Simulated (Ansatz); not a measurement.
The parent structure is NbN in the rock salt structure (space group Fm-3m, No. 225; a = 4.421 Å).

Structures relaxed with PBE in Ansatz (plane waves to 420 eV, PAW, no spin-orbit coupling).

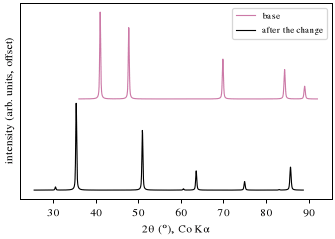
Simulated powder patterns before (top) and after one change

Question: Which of these changes matches the shifts?
A) N → I
B) Nb → V
C) Nb → Si
D) N → C

Answer: A, N → I. Its volume per atom is 25.46 Å³ against 10.80 Å³, and its space group is Fm-3m (No. 225).

The magnetic state is the one reached from the starting moments; the real material's order can differ, and small cells can't hold many antiferromagnetic ones. Whether these cells are dynamically stable was not tested. As relaxed here, NbI and SiN are hypothetical phases, not in the database extracts checked. Starting moments died away, wholly or in part, for Nb → V; another magnetic solution may exist. Spin-polarised in the final run: NbI; the other runs are not. An odd electron count without spin: SiN and NbC.

Ansatz is a first-principles code.
